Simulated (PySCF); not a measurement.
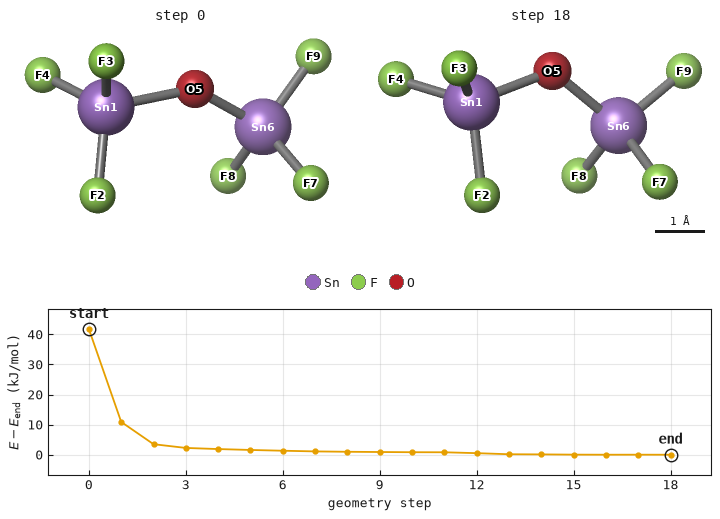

First and last geometry of a relaxation of Sn₂OF₆, with the history of the run. The picture is a ball-and-stick view, seen at a tilt.

The start comes from GFN2-xTB. Its atoms were then displaced at random by about 0.03 Å.

The calculation used PBE0-D3(BJ)/def2-SVP geometry optimisation, gas phase (PySCF). 

### What do the curves and the structures tell?

It converged. The largest move after the best rigid fit is that of F2, 0.58 Å. Largest moves by element: F 0.58 Å, O 0.39 Å, Sn 0.15 Å. Some distances before and after: Sn1–F4 1.823 → 1.903 Å, Sn1–F2 1.834 → 1.913 Å, O5–Sn6 1.877 → 1.950 Å, Sn1–F3 1.856 → 1.903 Å. Among the angles between lasting bonds that change: Sn1–O5–Sn6 142.0° → 125.5°, F3–Sn1–O5 101.7° → 111.7°, F2–Sn1–O5 108.9° → 103.3°. The energy falls by 41.8 kJ/mol in 18 geometry steps.

```
step  E − E(0), kJ/mol
   0              0.00
   1            -30.86
   2            -38.27
   3            -39.51
   4            -39.88
   5            -40.18
   6            -40.44
   7            -40.66
   8            -40.79
   9            -40.87
  10            -40.93
  11            -40.95
  12            -41.25
  13            -41.61
  14            -41.66
  15            -41.74
  16            -41.77
  17            -41.75
  18            -41.77
```
